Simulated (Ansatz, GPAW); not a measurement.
## SrVS3 (model structure): optical spectrum from first principles

Aim: the dielectric function of SrVS3 (model structure), and the optical constants that follow from it. The structure is a model built here, which may or may not match a known phase. It was built so: All O replaced by S in the Pm-3m structure of SrVO3. The cell is first relaxed with Ansatz.

Calculated with GPAW 26.7.0; DFT, PBE, plane-wave PAW (GPAW data sets), scalar-relativistic, RPA, optical limit.

## 1. Set-up

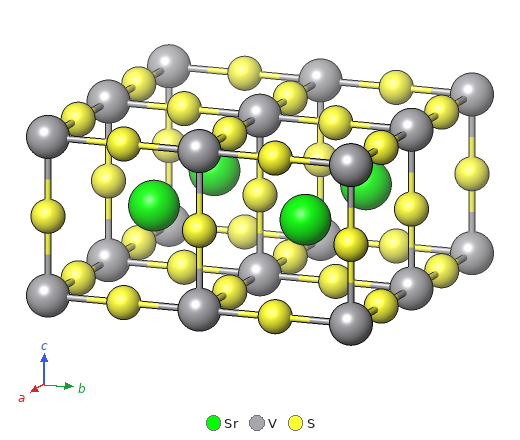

The starting structure, seen slightly off an axis (strontium green, vanadium grey, sulfur yellow). 2×2×1 cells are drawn. Some periodic images of atoms are drawn too.

## 2. Relaxation

The structure was built or cut out here, so it is relaxed before any spectrum is computed.

This step: DFT, PBE, plane-wave PAW, default files, scalar-relativistic, relaxation (Ansatz 0.2.0).

input.yaml

```yaml
crystal:
  lattice:
    - [4.581645, 0.0, 0.0]
    - [0.0, 4.581645, 0.0]
    - [0.0, 0.0, 4.581645]
  atoms:
    - { symbol: Sr, position: [0.5, 0.5, 0.5] }
    - { symbol: V, position: [0.0, 0.0, 0.0], spin: 2.0 }
    - { symbol: S, position: [0.0, 0.0, 0.5] }
    - { symbol: S, position: [0.0, 0.5, 0.0] }
    - { symbol: S, position: [0.5, 0.0, 0.0] }
magnetization:
  spin_polarized: true
kpoints:
  mp_grid: { grid: [5, 5, 5] }
scf:
  occupations: { method: fermi_dirac, width: 0.05 }
hamiltonian:
  xc: pbe
output:
  forces: true
  stress: true
  write_density: true
  write_potential: true
  elf: true
  volumetric_format: npy
relax:
  f_tol: 0.02
  max_steps: 50
  cell: {}
```

Run with:

```sh
ansatz run input.yaml --threads 1 --pin off --max-ram 4096MiB --backend cpu --events-out ev --progress --plain --runs-dir out
```

Numbers of over 12 decimals in the logs are rounded to 6 here.

Output:

```text
Engine: ansatz 0.2.0, aarch64-unknown-linux-gnu
Pseudopotentials: kind: paw
Pseudopotential: Sr, paw, valence charge 10, recommended cutoff 420 eV (normal), Sr.paw.azcp
Pseudopotential: V, paw, valence charge 13, recommended cutoff 420 eV (normal), V.paw.azcp
Pseudopotential: S, paw, valence charge 6, recommended cutoff 420 eV (normal), S.paw.azcp
Functional definition: PBE
  parameter kappa = 0.804
  parameter beta = 0.066725
  exchange = pbe_x(kappa = kappa, mu = beta*pi^2/3)
  correlation = pbe_c(beta = beta)
Crystal: 5 atoms, lattice volume = 96.175 Å³
Basis set: ecut = 420 eV, 1863 PW (Γ), exchange–correlation on 64×64×64 points (8 copies of the dense FFT grid, shifted against one another)
Bands: 27, of which v1, the nominal top of the filled ones, is band 21 counted from 1 (20 counted from 0)
Symmetry: 48 space group operations
Space group: Pm-3m (ITA 221), of the structure as read, at distance tolerance 4.6e-5 Å
Magnetic group: BNS 221.92 (UNI 1594), of the structure as read, at distance tolerance 4.6e-5 Å
k-points: 10 of 125
Non-local potential: Sr, projectors of the file, l = 0: 3, l = 1: 2, l = 2: 2
Non-local potential: V, projectors of the file, l = 0: 3, l = 1: 2, l = 2: 3, l = 3: 1
Non-local potential: S, projectors of the file, l = 0: 2, l = 1: 2, l = 2: 2
PAW form: soft (Blöchl's): semilocal exchange-correlation on the pseudo side does not see the compensation charge
PAW one-centre angular grid: Sr, 110 points (default); XC on 64 Gauss nodes
PAW one-centre angular grid: V, 590 points (default); XC on 64 Gauss nodes
PAW one-centre angular grid: S, 110 points (default); XC on 64 Gauss nodes
Initial density: superposition of atomic densities (chi_scale 0.1, normalization cell, long waves kept (reshape's long-wave potential 0.00 eV rms))
Starting moments: Σ|m| = 2 μB on 1 of 5 sites
Initial wavefunctions: pseudopotential atomic-orbital guess
Functional: x = pbe(κ = 0.804, μ = 0.219515), c = pbe(β = 0.066725)
iter 1 solved again at ethr=2.96e-3 eV; its pass at ethr=3.10e-3 eV (dr2=1.21e0 eV) is discarded
SCF iter   1: F=—  HF=-9168.649530 eV  |F-HF|=—  |Δ(HF+E_count)|=         —  Δρ=3.14e-2 (↑3.14e-2 ↓1.85e-2)  dr2=1.23e0  dr2_m=3.42e-1  M=1.041 μB ∫|m|=1.515 μB  β_m=0.30  ethr=2.96e-3  ⟨swp⟩=1.1  Hψ=3477  notcnv=0
Mixer restart at iter 1: flushing history
preconditioner: auto → Kerker (q_TF=auto, 2.367 Å⁻¹)  [metal: Δε(μ)=0.109 eV  Ē_g=10.566 eV  σ=0.050 eV  W_gap=0.49  n_scr=18 (ndim 8)  ℏωp=21.1 eV  f_vac=0.000  D(μ)=1.52/eV (n_scr^D=6)]
spin=Collinear: Kerker preconditioning applied to the charge; magnetization (m = ρ↑ − ρ↓) channel mixes plain (no charge-response kernel on spin).
SCF iter   2: F=—  HF=-9168.275109 eV  |F-HF|=—  |Δ(HF+E_count)|=   3.74e-1  Δρ=1.80e-2 (↑1.80e-2 ↓1.61e-2)  dr2=5.08e-1  dr2_m=1.60e-1  M=1.032 μB ∫|m|=1.494 μB  β_m=0.52  ethr=2.96e-3  ⟨swp⟩=2.1  Hψ=742  notcnv=0  defer=2
SCF iter   3: F=—  HF=-9168.427063 eV  |F-HF|=—  |Δ(HF+E_count)|=   1.52e-1  Δρ=1.21e-2 (↑6.70e-3 ↓1.21e-2)  dr2=1.95e-1  dr2_m=5.83e-2  M=0.852 μB ∫|m|=1.325 μB  β_m=0.76  ethr=1.24e-3  ⟨swp⟩=2.9  Hψ=1068  notcnv=0  defer=9
SCF iter   4: F=—  HF=-9168.577367 eV  |F-HF|=—  |Δ(HF+E_count)|=         —  Δρ=8.15e-3 (↑8.15e-3 ↓3.97e-3)  dr2=2.55e-2  dr2_m=2.83e-2  M=0.781 μB ∫|m|=0.850 μB  β_m=0.76  ethr=4.77e-4  ⟨swp⟩=3.1  Hψ=1137  notcnv=0  defer=9
Mixer restart at iter 4: flushing history
SCF iter   5: F=—  HF=-9168.600210 eV  |F-HF|=—  |Δ(HF+E_count)|=   2.28e-2  Δρ=2.52e-3 (↑2.52e-3 ↓1.77e-3)  dr2=3.29e-3  dr2_m=3.48e-3  M=0.781 μB ∫|m|=0.812 μB  β_m=0.88  ethr=6.22e-5  ⟨swp⟩=2.5  Hψ=1231  notcnv=0
SCF iter   6: F=—  HF=-9168.603374 eV  |F-HF|=—  |Δ(HF+E_count)|=   3.16e-3  Δρ=1.42e-3 (↑1.42e-3 ↓3.84e-4)  dr2=3.27e-3  dr2_m=2.96e-4  M=0.777 μB ∫|m|=0.793 μB  β_m=0.83  ethr=8.03e-6  ⟨swp⟩=2.2  Hψ=971  notcnv=0
SCF iter   7: F=—  HF=-9168.602915 eV  |F-HF|=—  |Δ(HF+E_count)|=   4.59e-4  Δρ=4.27e-4 (↑4.27e-4 ↓2.22e-4)  dr2=2.48e-4  dr2_m=1.66e-5  M=0.779 μB ∫|m|=0.794 μB  β_m=0.86  ethr=7.97e-6  ⟨swp⟩=2.1  Hψ=1061  notcnv=0
SCF iter   8: F=—  HF=-9168.603227 eV  |F-HF|=—  |Δ(HF+E_count)|=   3.12e-4  Δρ=2.75e-4 (↑2.75e-4 ↓1.58e-4)  dr2=2.24e-4  dr2_m=3.68e-6  M=0.780 μB ∫|m|=0.795 μB  β_m=0.93  ethr=6.05e-7  ⟨swp⟩=2.0  Hψ=907  notcnv=0
SCF iter   9: F=—  HF=-9168.603280 eV  |F-HF|=—  |Δ(HF+E_count)|=   5.27e-5  Δρ=2.98e-5 (↑2.98e-5 ↓2.95e-5)  dr2=6.77e-6  dr2_m=3.26e-8  M=0.779 μB ∫|m|=0.794 μB  β_m=0.96  ethr=5.46e-7  ⟨swp⟩=2.2  Hψ=846  notcnv=0
SCF iter  10: F=—  HF=-9168.603556 eV  |F-HF|=—  |Δ(HF+E_count)|=   2.76e-4  Δρ=1.44e-5 (↑8.67e-6 ↓1.44e-5)  dr2=5.66e-7  dr2_m=1.27e-8  M=0.779 μB ∫|m|=0.794 μB  β_m=0.98  ethr=1.65e-8  ⟨swp⟩=2.0  Hψ=870  notcnv=0
SCF iter  11: F=—  HF=-9168.603556 eV  |F-HF|=—  |Δ(HF+E_count)|=   4.23e-8  Δρ=2.80e-6 (↑2.80e-6 ↓2.20e-6)  dr2=3.76e-8  dr2_m=2.42e-10  M=0.779 μB ∫|m|=0.794 μB  β_m=0.99  ethr=1.38e-9  ⟨swp⟩=2.0  Hψ=951  notcnv=0
SCF iter  12: F=-9168.603556 eV  HF=-9168.603556 eV  |F-HF|=2.92e-8  |Δ(HF+E_count)|=   5.58e-9  Δρ=2.69e-6 (↑2.69e-6 ↓1.93e-6)  dr2=3.23e-8  dr2_m=1.77e-10  M=0.779 μB ∫|m|=0.794 μB  ethr=9.18e-11  ⟨swp⟩=6.0  Hψ=3298  notcnv=0
SCF 1 converged in 12 iterations: F = -9168.603556 eV  dr2 = 3.23e-8
  greatest PAW one-centre occupation: 1.000 electrons in one spin orbital (limit 2), on the V atom at site 1 (counted from 0), in its partial waves of l = 0
relax step   1: F+E_penalty+E_count = -9168.60355581 eV  Δ(F+E_penalty+E_count) = +0.000e0 eV  max|allowed force component| = 4.370e-29 eV/Å  Δτ_max = 0.0000 Å  P = +6.157 GPa  Ω = 96.175 Å³  (12 SCF iters, dr2 threshold 1.00e-7 eV, accepted)
Crystal: 5 atoms, lattice volume = 101.760 Å³
Basis set: ecut = 420 eV, 1935 PW (Γ), exchange–correlation on 64×64×64 points (8 copies of the dense FFT grid, shifted against one another)
Initial density: handed on by an earlier stage of this run
Starting moments: Σ|m| = 2 μB on 1 of 5 sites; this step starts from the density that it was given
Initial wavefunctions: those handed on with the density
iter 1 solved again at ethr=3.36e-5 eV; its pass at ethr=3.10e-3 eV (dr2=1.38e-2 eV) is discarded
SCF iter   1: F=—  HF=-9168.718874 eV  |F-HF|=—  |Δ(HF+E_count)|=         —  Δρ=3.90e-3 (↑3.90e-3 ↓1.71e-3)  dr2=1.40e-2  dr2_m=5.64e-3  M=0.793 μB ∫|m|=0.815 μB  β_m=0.30  ethr=3.36e-5  ⟨swp⟩=1.0  Hψ=2965  notcnv=0
preconditioner: auto → Kerker (q_TF=auto, 2.345 Å⁻¹)  [metal: Δε(μ)=0.078 eV  Ē_g=9.804 eV  σ=0.050 eV  W_gap=0.35  n_scr=26 (ndim 8)  ℏωp=20.5 eV  f_vac=0.000  D(μ)=2.52/eV (n_scr^D=18)]
[...]
SCF iter   7: F=—  HF=-9168.725160 eV  |F-HF|=—  |Δ(HF+E_count)|=   1.90e-6  Δρ=2.99e-6 (↑2.40e-6 ↓2.99e-6)  dr2=6.39e-8  dr2_m=4.32e-10  M=0.786 μB ∫|m|=0.838 μB  β_m=0.98  ethr=4.71e-9  ⟨swp⟩=2.1  Hψ=988  notcnv=0
SCF iter   8: F=—  HF=-9168.725160 eV  |F-HF|=—  |Δ(HF+E_count)|=   7.20e-8  Δρ=1.15e-5 (↑1.15e-5 ↓7.39e-6)  dr2=6.11e-7  dr2_m=4.72e-9  M=0.786 μB ∫|m|=0.838 μB  β_m=0.99  ethr=1.56e-10  ⟨swp⟩=2.0  Hψ=721  notcnv=0
SCF iter   9: F=-9168.725160 eV  HF=-9168.725160 eV  |F-HF|=8.56e-8  |Δ(HF+E_count)|=   4.26e-8  Δρ=4.63e-6 (↑4.63e-6 ↓2.82e-6)  dr2=9.20e-8  dr2_m=8.68e-10  M=0.786 μB ∫|m|=0.838 μB  ethr=1.56e-10  ⟨swp⟩=6.9  Hψ=3115  notcnv=0
SCF 3 converged in 9 iterations: F = -9168.725160 eV  dr2 = 9.20e-8
relax step   3: F+E_penalty+E_count = -9168.72516013 eV  Δ(F+E_penalty+E_count) = -3.172e-3 eV  max|allowed force component| = 7.461e-31 eV/Å  Δτ_max = 0.0000 Å  P = +0.092 GPa  Ω = 102.806 Å³  energy of the carried Pulay correction = -6.643e-4 eV  (9 SCF iters, dr2 threshold 5.00e-7 eV, accepted)
[...]
relax step   4: F+E_penalty+E_count = -9168.72518285 eV  Δ(F+E_penalty+E_count) = -2.273e-5 eV  max|allowed force component| = 5.391e-30 eV/Å  Δτ_max = 0.0000 Å  P = +0.002 GPa  Ω = 102.924 Å³  energy of the carried Pulay correction = -6.757e-4 eV  (7 SCF iters, dr2 threshold 2.10e-8 eV, accepted)
Initial wavefunctions: pseudopotential atomic-orbital guess (no wavefunctions were taken with the density)
iter 1 solved again at ethr=3.72e-7 eV; its pass at ethr=3.10e-3 eV (dr2=1.53e-4 eV) is discarded
SCF iter   1: F=—  HF=-9168.725911 eV  |F-HF|=—  |Δ(HF+E_count)|=         —  Δρ=5.51e-5 (↑5.51e-5 ↓4.87e-5)  dr2=4.21e-7  dr2_m=4.27e-8  M=0.786 μB ∫|m|=0.839 μB  β_m=0.65  ethr=3.72e-7  ⟨swp⟩=4.2  Hψ=4413  notcnv=0
preconditioner: auto → Kerker (q_TF=auto, 2.193 Å⁻¹)  [metal: Δε(μ)=0.082 eV  Ē_g=9.801 eV  σ=0.050 eV  W_gap=0.35  n_scr=18 (ndim 8)  ℏωp=20.4 eV  f_vac=0.000  D(μ)=2.62/eV (n_scr^D=18)]
spin=Collinear: Kerker preconditioning applied to the charge; magnetization (m = ρ↑ − ρ↓) channel mixes plain (no charge-response kernel on spin).
SCF iter   2: F=—  HF=-9168.725987 eV  |F-HF|=—  |Δ(HF+E_count)|=   7.64e-5  Δρ=1.99e-5 (↑1.99e-5 ↓1.78e-5)  dr2=5.78e-8  dr2_m=5.97e-9  M=0.786 μB ∫|m|=0.839 μB  β_m=0.65  ethr=1.03e-9  ⟨swp⟩=2.4  Hψ=980  notcnv=0
SCF iter   3: F=—  HF=-9168.725998 eV  |F-HF|=—  |Δ(HF+E_count)|=   1.13e-5  Δρ=8.26e-7 (↑8.26e-7 ↓5.23e-7)  dr2=1.39e-9  dr2_m=5.98e-11  M=0.786 μB ∫|m|=0.839 μB  β_m=0.82  ethr=1.41e-10  ⟨swp⟩=2.2  Hψ=950  notcnv=0
SCF iter   4: F=—  HF=-9168.725995 eV  |F-HF|=—  |Δ(HF+E_count)|=   2.72e-6  Δρ=2.99e-7 (↑2.16e-7 ↓2.99e-7)  dr2=6.77e-10  dr2_m=5.90e-12  M=0.786 μB ∫|m|=0.839 μB  β_m=0.91  ethr=3.39e-12  ⟨swp⟩=2.0  Hψ=981  notcnv=0
SCF iter   5: F=—  HF=-9168.725995 eV  |F-HF|=—  |Δ(HF+E_count)|=  2.51e-10  Δρ=1.31e-7 (↑1.31e-7 ↓1.31e-7)  dr2=1.89e-10  dr2_m=9.72e-13  M=0.786 μB ∫|m|=0.839 μB  β_m=0.96  ethr=1.65e-12  ⟨swp⟩=2.0  Hψ=798  notcnv=0
SCF iter   6: F=—  HF=-9168.725995 eV  |F-HF|=—  |Δ(HF+E_count)|=  1.16e-10  Δρ=6.20e-8 (↑4.52e-8 ↓6.20e-8)  dr2=1.34e-11  dr2_m=1.44e-13  M=0.786 μB ∫|m|=0.839 μB  β_m=0.98  ethr=1.00e-12  ⟨swp⟩=2.0  Hψ=789  notcnv=0
SCF iter   7: F=—  HF=-9168.725995 eV  |F-HF|=—  |Δ(HF+E_count)|=  5.82e-11  Δρ=3.47e-8 (↑3.47e-8 ↓2.15e-8)  dr2=4.32e-12  dr2_m=5.48e-14  M=0.786 μB ∫|m|=0.839 μB  β_m=0.99  ethr=1.00e-12  ⟨swp⟩=1.5  Hψ=566  notcnv=0
SCF iter   8: F=—  HF=-9168.725995 eV  |F-HF|=—  |Δ(HF+E_count)|=  1.82e-12  Δρ=2.53e-8 (↑2.53e-8 ↓1.69e-8)  dr2=2.41e-12  dr2_m=2.58e-14  M=0.786 μB ∫|m|=0.839 μB  β_m=0.83  ethr=1.00e-12  ⟨swp⟩=1.5  Hψ=562  notcnv=0
SCF iter   9: F=—  HF=-9168.725995 eV  |F-HF|=—  |Δ(HF+E_count)|=  1.09e-11  Δρ=1.14e-7 (↑1.14e-7 ↓7.11e-8)  dr2=5.69e-11  dr2_m=4.88e-13  M=0.786 μB ∫|m|=0.839 μB  β_m=0.91  ethr=1.00e-12  ⟨swp⟩=1.0  Hψ=540  notcnv=0
SCF iter  10: F=-9168.725995 eV  HF=-9168.725995 eV  |F-HF|=1.82e-12  |Δ(HF+E_count)|=  7.28e-12  Δρ=1.29e-8 (↑1.29e-8 ↓8.11e-9)  dr2=7.10e-13  dr2_m=6.22e-15  M=0.786 μB ∫|m|=0.839 μB  ethr=1.00e-12  ⟨swp⟩=4.0  Hψ=1959  notcnv=0
SCF 5 converged in 10 iterations: F = -9168.725995 eV  dr2 = 7.10e-13
relax step   5: F+E_penalty+E_count = -9168.72599549 eV  Δ(F+E_penalty+E_count) = -8.126e-4 eV  max|allowed force component| = 1.951e-29 eV/Å  Δτ_max = 0.0000 Å  P = +0.010 GPa  Ω = 102.924 Å³  stress off target by 1.00e-2 GPa  SCF on the basis re-selected at this cell (its energy is not comparable with the rows above)  (10 SCF iters)
basis re-selected at this cell: Δ(F+E_penalty+E_count) = -8.126e-4 eV, ΔP = +0.008 GPa vs the last step (what re-selecting the basis moved, of the pressure what is left beyond the Pulay correction that the steps carried, after the strain that the cell walked since its last selection, with what the two solves' SCF thresholds leave and, on support functions, any second-order correction that the steps lacked; it is no m [...]
SCF converged after 10 iterations
Magnetization: 0.7859 μB (20.8929 up, 20.1071 down)
Absolute magnetization: 0.8392 μB (∫|ρ↑−ρ↓|, with the PAW one-centre terms)
Spin contamination: 0.0355 ħ² per cell (⟨S²⟩ above its minimum at these occupations)
Per-site moments (μB) at R_I (Å): [(0.00344536, 1.366934), (0.672210, 0.966568), (-0.00785252, 0.966568), (-0.00785252, 0.966568), (-0.00785252, 0.966568)]
Free energy (F): -9168.725995 eV
Harris-Foulkes:  -9168.725995 eV  (|F-HF|=1.82e-12)
Internal energy: -9168.703584 eV  (E = F + TS)
E sigma→0 (E₀):  -9168.714790 eV
Entropy (-TS):   -0.022411 eV (-4.482 meV/atom)
Fermi energy:    8.583411 eV
--- Per-component energies (eV) ---
  E_band       = -313.728506
  E_kinetic    = 902.456405
  E_local      = -2504.915273  (includes V_loc(G=0)·N_el)
  E_nonlocal   = 239.453507
  E_hartree    = 946.035510
  E_xc         = -596.462372
  E_vxc        = -591.533745  (∫ρ·V_xc dr)
  E_paw        = -5607.132004  (= ΣΔE_a)
  E_vpaw       = -251.260726  (= ΣTr[D̂ρ^β])
  E_aug_tail   = 0.000264  (compensation charges beyond the density's cutoff)
  E_ewald      = -2548.139622
  E_smearing   = -0.022411  (= −TS)
  E_closure    = 0.000000  (closes the sum)
  Σ components = -9168.725995   (vs F -9168.725995, Δ=0.00e0)
--- Forces (eV/Å), atoms counted from 1 ---
  atom   1  Sr    -0.00000000     0.00000000     0.00000000
  atom   2  V      0.00000000    -0.00000000     0.00000000
  atom   3  S      0.00000000     0.00000000     0.00000000
  atom   4  S     -0.00000000    -0.00000000    -0.00000000
  atom   5  S     -0.00000000     0.00000000     0.00000000
  max |Σ_I F_I| component: 2.87e-29 eV/Å
--- Stress (GPa, compression-positive) ---
        0.010013      -0.000000       0.000000
       -0.000000       0.010013      -0.000000
        0.000000      -0.000000       0.010013
  P = ⅓ Tr σ = 0.0100 GPa (0.100 kbar)
--- Band table (eV; the first three rows and the last of 20) ---
  k-point 0 ↑: bands = [... 17 lower, 7.3361, 7.3361, 7.3361, 8.1553, 8.1553, 8.1553, 8.7529, 8.7529, ... 2 higher]
  k-point 1 ↑: bands = [... 17 lower, 6.9396, 7.3586, 7.7110, 7.7110, 8.5897, 8.5897, 8.7972, 9.6870, ... 2 higher]
  k-point 2 ↑: bands = [... 17 lower, 6.2803, 7.3959, 7.6598, 7.6598, 8.8299, 9.1810, 9.1810, 10.3312, ... 2 higher]
  k-point 9 ↓: bands = [... 17 lower, 8.2925, 8.2925, 8.5007, 9.8130, 9.8605, 9.8605, 12.0861, 12.9014, ... 2 higher]
--- Relaxed structure (4 steps of the walk, 4 accepted, 1 SCFs on fresh bases) ---
  F+E_penalty+E_count = -9168.72599549 eV   max|allowed force component| = 1.951e-29 eV/Å   (the final SCF, on the basis selected at the relaxed cell)
  cell:  # Å, volume = 102.9237 Å³
    - [4.686390, 0, 0]
    - [0, 4.686390, 0.0]
    - [0, 0.0, 4.686390]
  atoms:
    - { symbol: Sr, position: [0.500000, 0.500000, 0.500000] }
    - { symbol: V, position: [0, 0, 0] }
    - { symbol: S, position: [0, 0, 0.500000] }
    - { symbol: S, position: [0, 0.500000, 0] }
    - { symbol: S, position: [0.500000, 0, 0] }
```

Run time: 21 s. Hardware: 1 thread of Arm Neoverse V2, shared host; peak memory 0.38 GiB.

The steps of the relaxation:

```
step  energy less that of the first step (eV)  largest force component (eV/Å)  pressure (GPa)  volume (Å³)
   1                                   0.0000                          0.0000            6.16        96.18
   2                                  -0.1184                          0.0000            0.92       101.76
   3                                  -0.1216                          0.0000            0.09       102.81
   4                                  -0.1216                          0.0000            0.00       102.92
  5*                                  -0.1224                          0.0000            0.01       102.92
```

Relaxation steps marked * repeat the geometry before them on a plane-wave basis chosen anew for their cell, so energy and pressure can jump there.

The run keeps the 48 symmetry operations that it works with, so distortions that break them were not tested.

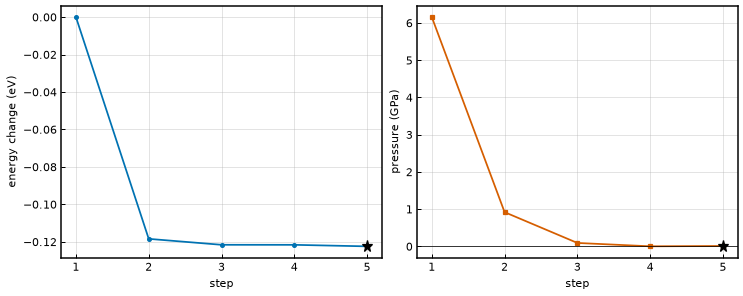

Energy and pressure along the relaxation. Stars mark steps on a basis chosen anew.

| conventional cell, symmetrised | before | after | change |
| --- | --- | --- | --- |
| a (Å) | 4.582 | 4.686 | +2.3 % |
| b (Å) | 4.582 | 4.686 | +2.3 % |
| c (Å) | 4.582 | 4.686 | +2.3 % |
| volume (Å³/atom) | 19.24 | 20.58 | +7.0 % |

The relaxed structure:

```xyz
5
Lattice="4.6864 0.0000 0.0000 0.0000 4.6864 0.0000 0.0000 0.0000 4.6864" Properties=species:S:1:pos:R:3 pbc="T T T"
Sr    2.3432    2.3432    2.3432
V     0.0000    0.0000    0.0000
S     0.0000    0.0000    2.3432
S     0.0000    2.3432    0.0000
S     2.3432    0.0000    0.0000
```

The relaxation ends with a pressure of 0.01 GPa.

[end of part 1 of 3]

[Machine, clock and banner lines and Python warnings are left out of the logs.]

[Logs are printed without paths, hosts, clocks, repeated set-up lines and the standing remarks that a program may print on its own settings, such as how far it seeks lower states.]

[Hosts, paths, dates, database ids (printed as entryN), source tags and the programs' standing remarks are cut or masked in the printed files.]
